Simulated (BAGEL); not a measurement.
# AlNH3Cl (SMILES [NH2][AlH][Cl]): HF/6-311+G(d,p) (density fitting with qzvpp-jkfit)

What is the energy change on altering one bond length of AlNH3Cl at HF/6-311+G** (density fitting with qzvpp-jkfit)? 

The results are computed with BAGEL 1.2.2.

5 further runs of the same task are left out: 3 that didn't finish, 2 set aside as unsound or not needed. Runs told in other sessions of the task aren't counted.

### 1 The structure to begin with

The species is AlNH3Cl (6 atoms), meant as a singlet with charge 0. SMILES: `[NH2][AlH][Cl]`. The coordinates come from a PBE0-D4/def2-TZVP relaxation.

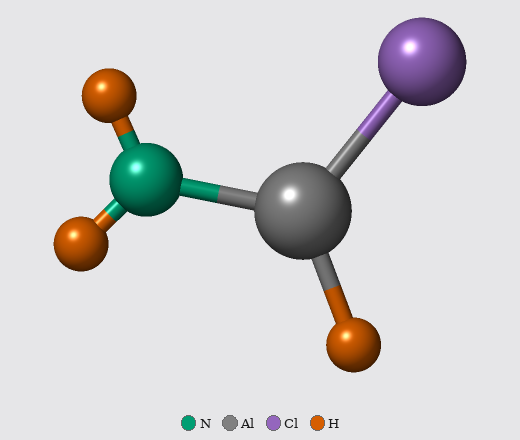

The structure, seen from a chosen angle (nitrogen teal, aluminium grey, chlorine purple, hydrogen orange).

### 2 A single-point energy at HF/6-311+G(d,p) (density fitting with qzvpp-jkfit)

job.json reads:

```json
{ "bagel": [

{
  "title": "molecule",
  "basis": "6-311+gss.json",
  "df_basis": "qzvpp-jkfit",
  "angstrom": true,
  "geometry": [
    { "atom": "N", "xyz": [   -0.631100,    0.250900,   -0.718800 ] },
    { "atom": "Al", "xyz": [    0.477600,   -0.073800,    0.603600 ] },
    { "atom": "Cl", "xyz": [    1.413500,   -1.951500,    0.645600 ] },
    { "atom": "H", "xyz": [   -1.134300,    1.115000,   -0.838800 ] },
    { "atom": "H", "xyz": [   -0.852600,   -0.395100,   -1.458900 ] },
    { "atom": "H", "xyz": [    0.769000,    0.990400,    1.721000 ] }
  ]
},
{
  "title": "hf"
},
{
  "title": "print",
  "file": "orbitals.molden",
  "orbitals": true
}

]}
```

The basis set 6-311+G** is read from a file made from the Basis Set Exchange's data (not shown).

Command:

```
$ BAGEL_NUM_THREADS=1 BAGEL job.json > job.out
```

The program printed:

```text
* using 1 threads per process

  ===============================================================
  ===============================================================

  *** Geometry ***

  { "atom" : "N", "xyz" : [     -1.192606,      0.474132,     -1.358335 ] },
  { "atom" : "Al", "xyz" : [      0.902533,     -0.139462,      1.140639 ] },
  { "atom" : "Cl", "xyz" : [      2.671128,     -3.687801,      1.220007 ] },
  { "atom" : "H", "xyz" : [     -2.143516,      2.107045,     -1.585102 ] },
  { "atom" : "H", "xyz" : [     -1.611180,     -0.746631,     -2.756921 ] },
  { "atom" : "H", "xyz" : [      1.453199,      1.871585,      3.252219 ] },

  Number of auxiliary basis functions:      387

  Since a DF basis is specified, we compute 2- and 3-index integrals:
    o Being stored without compression. Storage requirement is 0.031 GB

  Number of basis functions:      100
  Number of electrons      :       40

    * METHOD: MOLECULE                             0.13

  *** RHF ***

  === Nuclear Repulsion ===
   128.9619128155

      * DIIS with orbital gradients will be used.

  === RHF iteration (6-311+gss.json) ===
      0       -757.42707205          0.03282995           0.05
      1       -757.62539218          0.02296162           0.05
      2       -757.75573669          0.00170921           0.05
      3       -757.75745739          0.00049932           0.05
      4       -757.75759833          0.00009198           0.05
      5       -757.75760471          0.00001824           0.05
      6       -757.75760499          0.00000533           0.05
      7       -757.75760502          0.00000119           0.05
      8       -757.75760502          0.00000037           0.05
      9       -757.75760502          0.00000017           0.05
     10       -757.75760502          0.00000004           0.04
     11       -757.75760502          0.00000001           0.05
     12       -757.75760502          0.00000000           0.05
    * SCF iteration converged.

    * Permanent dipole moment:
           (    0.567993,    -0.684812,     0.329759) a.u.

    * METHOD: HF                                   0.74

    * METHOD: PRINT                                0.02

  ===============================================================
```

It took 1.1 s on 1 thread of Arm Neoverse V2, shared host; peak memory 0.11 GiB.

### 3 The distorted shape at the same level

calc.json reads:

```json
{ "bagel": [

{
  "title": "molecule",
  "basis": "6-311+gss.json",
  "df_basis": "qzvpp-jkfit",
  "angstrom": "true",
  "geometry": [
    { "atom": "N", "xyz": [   -0.520341,    0.573927,   -0.348719 ] },
    { "atom": "Al", "xyz": [    0.588359,    0.249227,    0.973681 ] },
    { "atom": "Cl", "xyz": [    1.524259,   -1.628473,    1.015681 ] },
    { "atom": "H", "xyz": [   -1.023541,    1.438027,   -0.468719 ] },
    { "atom": "H", "xyz": [   -0.852600,   -0.395100,   -1.458900 ] },
    { "atom": "H", "xyz": [    0.879759,    1.313427,    2.091081 ] }
  ]
},
{
  "title": "hf"
},
{
  "title": "print",
  "file": "orbitals.molden",
  "orbitals": "true"
}

]}
```

The basis set 6-311+G** is read from a file made from the Basis Set Exchange's data (not shown).

Command:

```
$ BAGEL_NUM_THREADS=1 BAGEL calc.json > calc.out
```

The program printed:

```text
* using 1 threads per process

  ===============================================================
  ===============================================================

  *** Geometry ***

  { "atom" : "N", "xyz" : [     -0.983302,      1.084565,     -0.658983 ] },
  { "atom" : "Al", "xyz" : [      1.111837,      0.470971,      1.839990 ] },
  { "atom" : "Cl", "xyz" : [      2.880432,     -3.077368,      1.919359 ] },
  { "atom" : "H", "xyz" : [     -1.934212,      2.717477,     -0.885751 ] },
  { "atom" : "H", "xyz" : [     -1.611180,     -0.746631,     -2.756921 ] },
  { "atom" : "H", "xyz" : [      1.662504,      2.482017,      3.951570 ] },

  Number of auxiliary basis functions:      387

  Since a DF basis is specified, we compute 2- and 3-index integrals:
    o Being stored without compression. Storage requirement is 0.031 GB

  Number of basis functions:      100
  Number of electrons      :       40

    * METHOD: MOLECULE                             0.13

  *** RHF ***

  === Nuclear Repulsion ===
   127.1160930479

      * DIIS with orbital gradients will be used.

  === RHF iteration (6-311+gss.json) ===
      0       -757.28005192          0.03406637           0.05
      1       -757.42758149          0.02897054           0.05
      2       -757.65288223          0.00215020           0.05
      3       -757.65563203          0.00073544           0.05
      4       -757.65597418          0.00019180           0.05
      5       -757.65600638          0.00005969           0.05
      6       -757.65601018          0.00001527           0.05
      7       -757.65601039          0.00000427           0.05
      8       -757.65601040          0.00000219           0.04
      9       -757.65601041          0.00000084           0.04
     10       -757.65601041          0.00000021           0.04
     11       -757.65601041          0.00000006           0.05
     12       -757.65601041          0.00000002           0.05
     13       -757.65601041          0.00000001           0.05
    * SCF iteration converged.

    * Permanent dipole moment:
           (    0.580518,    -0.643311,     0.374928) a.u.

    * METHOD: HF                                   0.78

    * METHOD: PRINT                                0.02

  ===============================================================
```

It took 1.1 s on 1 thread of Arm Neoverse V2, shared host; peak memory 0.11 GiB.

### 4 What came out

At HF/6-311+G** (density fitting with qzvpp-jkfit):

```
                                                         quantity          value
                                        first shape: total energy  -757.75761 Eh
                                       first shape: dipole moment         2.41 D
                                         first shape: HOMO energy      -11.28 eV
                                         first shape: LUMO energy        1.27 eV
                                       first shape: HOMO–LUMO gap       12.55 eV
                                    distorted shape: total energy  -757.65601 Eh
                                   distorted shape: dipole moment         2.40 D
                                     distorted shape: HOMO energy      -11.22 eV
                                     distorted shape: LUMO energy        1.05 eV
                                   distorted shape: HOMO–LUMO gap       12.27 eV
energy change with the N1–H5 bond stretched from 1.007 to 1.511 Å       2.765 eV
```

**Reading.** With the N1–H5 bond stretched from 1.007 to 1.511 Å the energy rises by 2.76 eV (64 kcal/mol). The first shape isn't relaxed at this level, so the change isn't measured from a minimum.
